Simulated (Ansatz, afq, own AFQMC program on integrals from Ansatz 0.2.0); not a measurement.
# AlBH2 (triplet): quantum Monte Carlo beside coupled cluster, 6-31G

How near does AFQMC come to the top of the ladder for AlBH2 (triplet)?

Program: Ansatz 0.2.0, Gaussian basis, and an in-house AFQMC program (afq) on its integrals; all values are calculated. Level of theory: 6-31G, frozen cores. These are calculated values, not measurements.

The runs, in order: Full CI; PBE (unrestricted); r2SCAN (unrestricted); PBE0 (unrestricted); B3LYP (unrestricted); wB97M-V (unrestricted); B2PLYP (unrestricted); CCSD(T) on UHF; CCSDT(Q) on UHF; Phaseless AFQMC, CISD trial on UHF; Phaseless AFQMC, single-determinant trial on UHF; Free-projection AFQMC, CISD trial on UHF; Free-projection AFQMC, CISD trial on UHF.

### 1 The system

The geometry is a PBE0/def2-TZVP stationary point (not a proven minimum) of the parent state, kept for this charge and spin.

4 atoms, charge 0, spin multiplicity 3.

Atoms are counted from 1 here; the program's logs count them from 0.

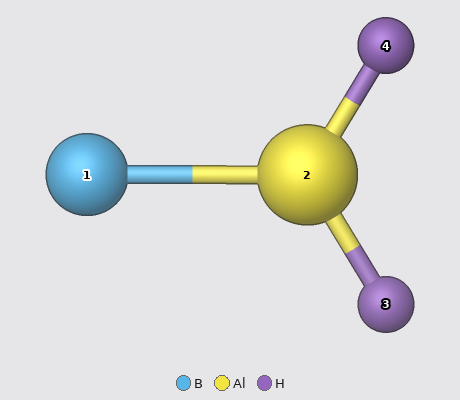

The structure; boron blue, aluminium yellow, hydrogen purple; atoms are numbered from 1 in the order of the file.

### 2 Full CI

Contents of in.yaml:

```yaml
crystal:
  periodic: [false, false, false]
  atoms:
    - {symbol: B, position_ang: [0.000000, 0.000000, 1.731547]}
    - {symbol: Al, position_ang: [0.000000, 0.000000, -0.588094]}
    - {symbol: H, position_ang: [0.000000, -1.367107, -1.414802]}
    - {symbol: H, position_ang: [0.000000, 1.367107, -1.414802]}
basis:
  gaussian: {orbitals: 6-31G}
magnetization: {spin_polarized: false, initial_magnetization: 2}
correlation: {method: fci, electrons: outside_noble_gas}
```

On the command line:

```sh
$ ansatz run in.yaml --threads 1 --pin off --events-out ev --progress --plain --max-ram 1382MiB
```

The program printed:

```text
Functional definition: HF
  name "HF"
  cite "Fock, Z. Phys. 61, 126 (1930) doi:10.1007/BF01340294"
  parent pbe
  exchange = exact_x
  correlation = 0
573 factors; integrals over basis functions are off by at most 1.1e-7 eV
mean field evaluation 1: about -7278.7072 eV, gradient 9.4e0 eV
mean field evaluation 2: about -7278.7128 eV, gradient 9.4e0 eV
mean field evaluation 4: about -7280.5215 eV, gradient 2.6e0 eV
mean field evaluation 8: about -7280.8647 eV, gradient 1.4e-1 eV
mean field evaluation 16: about -7280.5804 eV, gradient 2.9e-2 eV
mean field evaluation 32: about -7280.8650 eV, gradient 9.1e-2 eV
mean field -7280.86510162 eV, -267.5668573371 hartree, gradient 8.2e-6 eV, S^2 2.000000; 6 other end points of the search recorded, 0 dependent functions left out
mean field evaluation 64: about -7280.8883 eV, gradient 8.9e-5 eV
determinant -7280.86510162 eV, -267.5668573371 hartree, with singles and doubles -7283.22297374 eV, -267.6535075393 hartree
determinant -7280.58038538 eV, -267.5563942081 hartree, with singles and doubles -7282.78956021 eV, -267.6375798857 hartree
determinant -7280.86510162 eV, -267.5668573371 hartree, with singles and doubles -7283.22218627 eV, -267.6534786002 hartree
determinant -7280.58038538 eV, -267.5563942081 hartree, with singles and doubles -7282.78966826 eV, -267.6375838564 hartree
6 core orbitals not correlated: weight in the atoms' cores, before any rotation towards them, 1.000 or more for the frozen orbitals, at most 0.000 for the correlated occupied ones
reference -7280.86510162 eV, -267.5668573371 hartree; 5, 3 occupied and 15, 17 virtual orbitals, 573 factors
state -7283.31893937 eV, -267.6570342110 hartree
Total energy: -7283.31893937 eV, -267.6570342110 hartree
```

It took 63 s on 1 thread of Arm Neoverse V1, shared host; peak memory 0.64 GiB.

From the report: 5,855,680 determinants, symmetry B1.

### 3 PBE (unrestricted)

in.yaml: that of step 2 with these lines changed.

```diff
@@ -9,3 +9,4 @@
   gaussian: {orbitals: 6-31G}
-magnetization: {spin_polarized: false, initial_magnetization: 2}
-correlation: {method: fci, electrons: outside_noble_gas}
+magnetization: {spin_polarized: true, initial_magnetization: 2}
+hamiltonian: {xc: {name: PBE}}
+output: {orbitals: {seedname: orbitals}}
```

The command is unchanged.

The program printed:

```text
Functional definition: PBE
  name "PBE"
  cite "Perdew, Burke & Ernzerhof, Phys. Rev. Lett. 77, 3865 (1996) doi:10.1103/PhysRevLett.77.3865"
  parent pbe
  parameter kappa = 0.804
  parameter beta = 0.06672455060314922
  exchange = pbe_x(kappa = kappa, mu = beta*pi^2/3)
  correlation = pbe_c(beta = beta)
328 factors; integrals over basis functions are off by at most 1.5e-4 eV
mean field evaluation 1: about -7293.8211 eV, gradient 7.7e0 eV
mean field evaluation 2: about -7293.5627 eV, gradient 8.3e0 eV
mean field evaluation 4: about -7294.4261 eV, gradient 9.5e-1 eV
mean field evaluation 8: about -7294.4336 eV, gradient 2.8e-3 eV
mean field evaluation 16: about -7294.4336 eV, gradient 7.0e-6 eV
mean field evaluation 32: about -7294.0303 eV, gradient 2.6e0 eV
mean field -7294.43361451 eV, -268.0654909886 hartree, gradient 7.0e-6 eV, S^2 2.001787; 4 other end points of the search recorded, 0 dependent functions left out
reference -7294.43365784 eV, -268.0654925808 hartree; 11, 9 occupied and 15, 17 virtual orbitals, 328 factors
Total energy: -7294.43365784 eV, -268.0654925808 hartree
```

It took 1.4 s on 1 thread of Arm Neoverse V1, shared host.

From the report: ⟨S²⟩ of the determinant 2.002 (pure triplet: 2.00).

### 4 r2SCAN (unrestricted)

in.yaml: that of step 3 with these lines changed.

```diff
@@ -10,3 +10,2 @@
 magnetization: {spin_polarized: true, initial_magnetization: 2}
-hamiltonian: {xc: {name: PBE}}
-output: {orbitals: {seedname: orbitals}}
+hamiltonian: {xc: {name: r2SCAN}}
```

The command is unchanged.

The program printed (excerpt; [...] marks lines left out):

```text
Functional definition: r2SCAN
  name "r2SCAN"
  cite "Furness, Kaplan, Ning, Perdew & Sun, J. Phys. Chem. Lett. 11, 8208 (2020) doi:10.1021/acs.jpclett.0c02405"
  cite "Furness, Kaplan, Ning, Perdew & Sun, J. Phys. Chem. Lett. 11, 9248 (2020) doi:10.1021/acs.jpclett.0c03077"
  parent r2scan
[...]
328 factors; integrals over basis functions are off by at most 1.5e-4 eV
[...]
mean field -7298.28411055 eV, -268.2069941080 hartree, gradient 1.4e-5 eV, S^2 2.003195; 4 other end points of the search recorded, 0 dependent functions left out
reference -7298.28412614 eV, -268.2069946808 hartree; 11, 9 occupied and 15, 17 virtual orbitals, 328 factors
Total energy: -7298.28412614 eV, -268.2069946808 hartree
```

Wall time 3.6 s (1 thread of Arm Neoverse V1, shared host).

From the report: ⟨S²⟩ of the determinant 2.003 (pure triplet: 2.00).

### 5 PBE0 (unrestricted)

in.yaml: that of step 4 with these lines changed.

```diff
@@ -10,2 +10,3 @@
 magnetization: {spin_polarized: true, initial_magnetization: 2}
-hamiltonian: {xc: {name: r2SCAN}}
+hamiltonian: {xc: {name: PBE0}}
+output: {orbitals: {seedname: orbitals}}
```

Launched as before.

The program printed:

```text
Functional definition: PBE0
  name "PBE0"
  cite "Adamo & Barone, J. Chem. Phys. 110, 6158 (1999) doi:10.1063/1.478522"
  cite "Perdew, Burke & Ernzerhof, Phys. Rev. Lett. 77, 3865 (1996) doi:10.1103/PhysRevLett.77.3865"
  parent pbe
  parameter a = 0.25
  parameter kappa = 0.804
  parameter beta = 0.06672455060314922
  exchange = (1 - a)*pbe_x(kappa = kappa, mu = beta*pi^2/3) + a*exact_x
  correlation = pbe_c(beta = beta)
328 factors; integrals over basis functions are off by at most 1.5e-4 eV
mean field evaluation 1: about -7294.6220 eV, gradient 6.2e0 eV
mean field evaluation 2: about -7294.8120 eV, gradient 5.6e0 eV
mean field evaluation 4: about -7295.2114 eV, gradient 4.7e-1 eV
mean field evaluation 8: about -7295.2454 eV, gradient 3.5e-2 eV
mean field evaluation 16: about -7295.2455 eV, gradient 8.4e-5 eV
mean field -7295.24545637 eV, -268.0953256267 hartree, gradient 2.6e-5 eV, S^2 2.002119; 1 other end points of the search recorded, 0 dependent functions left out
reference -7295.24548841 eV, -268.0953268041 hartree; 11, 9 occupied and 15, 17 virtual orbitals, 328 factors
Total energy: -7295.24548841 eV, -268.0953268041 hartree
```

It took 1.2 s on 1 thread of Arm Neoverse V1, shared host.

From the report: ⟨S²⟩ of the determinant 2.002 (pure triplet: 2.00).

### 6 B3LYP (unrestricted)

in.yaml: that of step 5 with these lines changed.

```diff
@@ -10,3 +10,2 @@
 magnetization: {spin_polarized: true, initial_magnetization: 2}
-hamiltonian: {xc: {name: PBE0}}
-output: {orbitals: {seedname: orbitals}}
+hamiltonian: {xc: {name: B3LYP}}
```

Same command.

The program printed (excerpt; [...] marks lines left out):

```text
Functional definition: B3LYP
  name "B3LYP"
  cite "Stephens, Devlin, Chabalowski & Frisch, J. Phys. Chem. 98, 11623 (1994) doi:10.1021/j100096a001"
  cite "Becke, Phys. Rev. A 38, 3098 (1988) doi:10.1103/PhysRevA.38.3098"
  cite "Lee, Yang & Parr, Phys. Rev. B 37, 785 (1988) doi:10.1103/PhysRevB.37.785"
  cite "Vosko, Wilk & Nusair, Can. J. Phys. 58, 1200 (1980) doi:10.1139/p80-159"
[...]
328 factors; integrals over basis functions are off by at most 1.5e-4 eV
[...]
mean field -7300.19320978 eV, -268.2771522106 hartree, gradient 1.4e-5 eV, S^2 2.001465; 1 other end points of the search recorded, 0 dependent functions left out
reference -7300.19344017 eV, -268.2771606774 hartree; 11, 9 occupied and 15, 17 virtual orbitals, 328 factors
Total energy: -7300.19344017 eV, -268.2771606774 hartree
```

It took 1.1 s on 1 thread of Arm Neoverse V1, shared host.

From the report: ⟨S²⟩ of the determinant 2.001 (pure triplet: 2.00).

### 7 wB97M-V (unrestricted)

in.yaml: that of step 6 with these lines changed.

```diff
@@ -10,2 +10,3 @@
 magnetization: {spin_polarized: true, initial_magnetization: 2}
-hamiltonian: {xc: {name: B3LYP}}
+hamiltonian: {xc: {name: wB97M-V}}
+output: {orbitals: {seedname: orbitals}}
```

The command is unchanged.

The program printed (excerpt; [...] marks lines left out):

```text
Functional definition: wB97M-V
  name "wB97M-V"
  cite "Mardirossian & Head-Gordon, J. Chem. Phys. 144, 214110 (2016) doi:10.1063/1.4952647"
  cite "Becke, J. Chem. Phys. 107, 8554 (1997) doi:10.1063/1.475007"
  cite "Vydrov & Van Voorhis, J. Chem. Phys. 133, 244103 (2010) doi:10.1063/1.3521275"
  # Of w^i u^j: cxij and so on, Table III.
[...]
  gx(w, u) = 1 - cx + cx01*u + cx10*w
  gss(w, u) = css00 + css04*u^4 + css10*w + css20*w^2 + css43*w^4*u^3
  gos(w, u) = cos00 + cos10*w + (cos20 + cos21*u)*w^2 + (cos60 + cos61*u)*w^6
[...]
      + integral(e_c_pw_mod_opposite_spin*gos(b97_w_opposite, b97_u_opposite)) + vv10(b, c)
328 factors; integrals over basis functions are off by at most 1.5e-4 eV
134 factors; integrals over basis functions are off by at most 5.5e-6 eV
[...]
mean field -7298.27959875 eV, -268.2068283026 hartree, gradient 7.6e-6 eV, S^2 2.000748; 1 other end points of the search recorded, 0 dependent functions left out
reference -7298.27964364 eV, -268.2068299522 hartree; 11, 9 occupied and 15, 17 virtual orbitals, 328 factors
Total energy: -7298.27964364 eV, -268.2068299522 hartree
```

It took 7 s on 1 thread of Arm Neoverse V1, shared host.

From the report: ⟨S²⟩ of the determinant 2.001 (pure triplet: 2.00).

### 8 B2PLYP (unrestricted)

in.yaml: that of step 7 with these lines changed.

```diff
@@ -10,3 +10,3 @@
 magnetization: {spin_polarized: true, initial_magnetization: 2}
-hamiltonian: {xc: {name: wB97M-V}}
-output: {orbitals: {seedname: orbitals}}
+hamiltonian: {xc: {name: B2PLYP}}
+correlation: {electrons: outside_noble_gas}
```

The command is unchanged.

The program printed (excerpt; [...] marks lines left out):

```text
Functional definition: B2PLYP
  name "B2PLYP"
  cite "Grimme, J. Chem. Phys. 124, 034108 (2006) doi:10.1063/1.2148954"
  cite "Becke, Phys. Rev. A 38, 3098 (1988) doi:10.1103/PhysRevA.38.3098"
  cite "Lee, Yang & Parr, Phys. Rev. B 37, 785 (1988) doi:10.1103/PhysRevB.37.785"
[...]
328 factors; integrals over basis functions are off by at most 1.5e-4 eV
[...]
mean field -7294.10448853 eV, -268.0533958318 hartree, gradient 5.9e-7 eV, S^2 2.002699; 2 other end points of the search recorded, 0 dependent functions left out
6 core orbitals not correlated: weight in the atoms' cores, before any rotation towards them, 1.000 or more for the frozen orbitals, at most 0.000 for the correlated occupied ones
reference -7294.10463145 eV, -268.0534010841 hartree; 5, 3 occupied and 15, 17 virtual orbitals, 328 factors
second order -2.20226083 eV of doubles, -0.00000000 eV of singles
Total energy: -7294.69924188 eV, -268.0752526142 hartree
```

Wall time 1.7 s (1 thread of Arm Neoverse V1, shared host).

From the report: ⟨S²⟩ of the determinant 2.003 (pure triplet: 2.00).

### 9 CCSD(T) on UHF

in.yaml: that of step 8 with these lines changed.

```diff
@@ -10,3 +10,2 @@
 magnetization: {spin_polarized: true, initial_magnetization: 2}
-hamiltonian: {xc: {name: B2PLYP}}
-correlation: {electrons: outside_noble_gas}
+correlation: {method: ccsd_t, electrons: outside_noble_gas, hamiltonian_folder: ham}
```

The command is unchanged.

The program printed (excerpt; [...] marks lines left out):

```text
Functional definition: HF
  name "HF"
  cite "Fock, Z. Phys. 61, 126 (1930) doi:10.1007/BF01340294"
  parent pbe
[...]
328 factors; integrals over basis functions are off by at most 1.5e-4 eV
[...]
mean field -7280.88816744 eV, -267.5677049903 hartree, gradient 1.7e-6 eV, S^2 2.003618; 7 other end points of the search recorded, 0 dependent functions left out
determinant -7280.88816744 eV, -267.5677049903 hartree, with singles and doubles -7283.22470431 eV, -267.6535711364 hartree
determinant -7280.60190152 eV, -267.5571849117 hartree, with singles and doubles -7282.79120226 eV, -267.6376402300 hartree
determinant -7279.14027857 eV, -267.5034712589 hartree, with singles and doubles -7281.41695437 eV, -267.5871375514 hartree
determinant -7280.88816744 eV, -267.5677049903 hartree, with singles and doubles -7283.22399549 eV, -267.6535450878 hartree
determinant -7280.60190152 eV, -267.5571849117 hartree, with singles and doubles -7282.79138776 eV, -267.6376470468 hartree
6 core orbitals not correlated: weight in the atoms' cores, before any rotation towards them, 1.000 or more for the frozen orbitals, at most 0.000 for the correlated occupied ones
reference -7280.88816744 eV, -267.5677049903 hartree; 5, 3 occupied and 15, 17 virtual orbitals, 328 factors
second order -1.56468170 eV of doubles, -0.00000000 eV of singles
cycle   1  -2.33582490 eV  change    3.1e-6 eV  update   3.6e-6
perturbative correction -0.05680043 eV, -0.0020873773 hartree
Total energy: -7283.28079278 eV, -267.6556323495 hartree
```

Run time: 1.1 s. Hardware: 1 thread of Arm Neoverse V1, shared host.

From the report: ⟨S²⟩ of the determinant 2.004 (pure triplet: 2.00); correlation -2.3926 eV; T1 0.035; largest double amplitude 0.08.

This run also writes the integrals to the folder ham.

### 10 CCSDT(Q) on UHF

in.yaml: that of step 9 with these lines changed.

```diff
@@ -10,2 +10,2 @@
 magnetization: {spin_polarized: true, initial_magnetization: 2}
-correlation: {method: ccsd_t, electrons: outside_noble_gas, hamiltonian_folder: ham}
+correlation: {method: ccsdt_q, electrons: outside_noble_gas}
```

The command is unchanged.

The program printed (excerpt; [...] marks lines left out):

```text
Functional definition: HF
  name "HF"
  cite "Fock, Z. Phys. 61, 126 (1930) doi:10.1007/BF01340294"
  parent pbe
[...]
573 factors; integrals over basis functions are off by at most 1.1e-7 eV
[...]
mean field -7280.88826572 eV, -267.5677086018 hartree, gradient 1.0e-6 eV, S^2 2.003618; 7 other end points of the search recorded, 0 dependent functions left out
determinant -7280.88826572 eV, -267.5677086018 hartree, with singles and doubles -7283.22481190 eV, -267.6535750902 hartree
determinant -7280.60199003 eV, -267.5571881642 hartree, with singles and doubles -7282.79129975 eV, -267.6376438127 hartree
determinant -7279.14037615 eV, -267.5034748451 hartree, with singles and doubles -7281.41705382 eV, -267.5871412062 hartree
determinant -7280.88826572 eV, -267.5677086018 hartree, with singles and doubles -7283.22410357 eV, -267.6535490596 hartree
determinant -7280.60199003 eV, -267.5571881642 hartree, with singles and doubles -7282.79148517 eV, -267.6376506266 hartree
6 core orbitals not correlated: weight in the atoms' cores, before any rotation towards them, 1.000 or more for the frozen orbitals, at most 0.000 for the correlated occupied ones
reference -7280.88826572 eV, -267.5677086018 hartree; 5, 3 occupied and 15, 17 virtual orbitals, 573 factors
second order -1.56470070 eV of doubles, -0.00000000 eV of singles
cycle   1  -2.00690172 eV  change   -4.4e-1 eV  update   7.4e-2
[...]
cycle  18  -2.42582208 eV  change    2.4e-7 eV  update   7.2e-7
perturbative correction -0.00335027 eV, -0.0001231202 hartree
Total energy: -7283.31743807 eV, -267.6569790391 hartree
```

Wall time 3.8 s (1 thread of Arm Neoverse V1, shared host).

From the report: ⟨S²⟩ of the determinant 2.004 (pure triplet: 2.00); correlation -2.4292 eV; T1 0.039; largest double amplitude 0.09.

### 11 Phaseless AFQMC, CISD trial on UHF

It reads the integrals that the CCSD(T) run on this determinant wrote.

On the command line:

```sh
$ afq ham --method phaseless --trial cisd --walkers 140 --populations 1 --least-time 40 --time-step 0.005 --steps-per-block 50 --equilibration-blocks 28 --max-blocks 300 --target-error 0.00034 --factor-cut 1e-05 --start spin_pure --seed 5103 --release-times 0.24,0.5,1,1.5 --release-step 0.02 --release-every 4 --taylor-order 6
```

The program printed:

```text
orbitals 20  electrons 5 3  factors 127 of 328
reference energy -267.56770499 Eh
CCSD correlation -0.08584010 Eh in 12 cycles, weight of the determinant in the CISD state 0.8983
energy of the start -267.653518 Eh
 block  time / (1/Eh)  mean weight  energy / Eh
     1     0.250  0.9999  -267.652922
     2     0.500  0.9992  -267.653143
     3     0.750  1.0006  -267.653373
     4     1.000  1.0001  -267.653739
     5     1.250  1.0001  -267.655044
     6     1.500  0.9998  -267.655110
     7     1.750  1.0001  -267.655493
     8     2.000  1.0004  -267.656007
     9     2.250  1.0000  -267.657007
    10     2.500  1.0002  -267.655995
    13     3.250  0.9997  -267.654972
    17     4.250  1.0001  -267.655685
    21     5.250  0.9997  -267.656314
    25     6.250  0.9995  -267.656349
    29     7.250  1.0002  -267.656341
    33     8.250  1.0009  -267.655811
    37     9.250  0.9997  -267.658284
    41    10.250  1.0002  -267.656285
    45    11.250  1.0003  -267.653613
    49    12.250  0.9999  -267.654223
    53    13.250  1.0001  -267.655439
    57    14.250  0.9991  -267.658408
    61    15.250  1.0003  -267.657322
    65    16.250  1.0003  -267.655993
    69    17.250  0.9997  -267.654756
    73    18.250  1.0009  -267.657401
    77    19.250  0.9997  -267.655122
    81    20.250  1.0000  -267.655112
    85    21.250  1.0002  -267.656047
    89    22.250  0.9999  -267.656208
    93    23.250  0.9998  -267.655228
    97    24.250  1.0007  -267.655158
   101    25.250  0.9998  -267.655312
   105    26.250  1.0006  -267.656708
   109    27.250  1.0005  -267.656492
   113    28.250  1.0012  -267.657012
   117    29.250  0.9998  -267.656549
   121    30.250  1.0000  -267.656062
   125    31.250  0.9992  -267.656853
   129    32.250  0.9994  -267.655019
   133    33.250  1.0005  -267.654979
   137    34.250  1.0000  -267.655737
   141    35.250  1.0001  -267.654312
   145    36.250  1.0006  -267.655491
   149    37.250  0.9999  -267.659232
   153    38.250  1.0006  -267.657112
   157    39.250  0.9996  -267.655679
   161    40.250  0.9992  -267.656543
   165    41.250  1.0007  -267.655375
   169    42.250  0.9997  -267.657712
   173    43.250  1.0001  -267.658872
   177    44.250  0.9995  -267.656383
   181    45.250  1.0000  -267.655853
   185    46.250  0.9997  -267.657001
blocks merged  error / Eh  count
     1  0.000088  160
     2  0.000116  80
     4  0.000143  40
     8  0.000148  20
    16  0.000134  10
released: time / (1/Eh)  energy / Eh  error  mean overlap
  0.24  -267.656304  0.000172  0.9986
  0.50  -267.656682  0.000154  0.9859
  1.00  -267.656519  0.000151  0.9950
  1.50  -267.656783  0.000197  0.9957
energy -267.656232 +/- 0.000148 Eh
```

Run time: 2.2 min. Hardware: 1 thread of Arm Neoverse V1, shared host.

Energy -7283.2971 ± 0.0040 eV. Caveats: constraint bias not in the error.

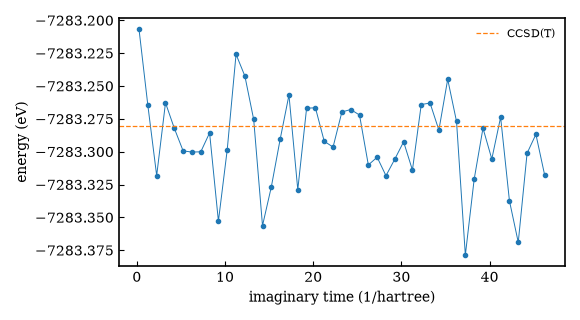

Block energies along the walk.

(Part 1 of 2 ends here.)
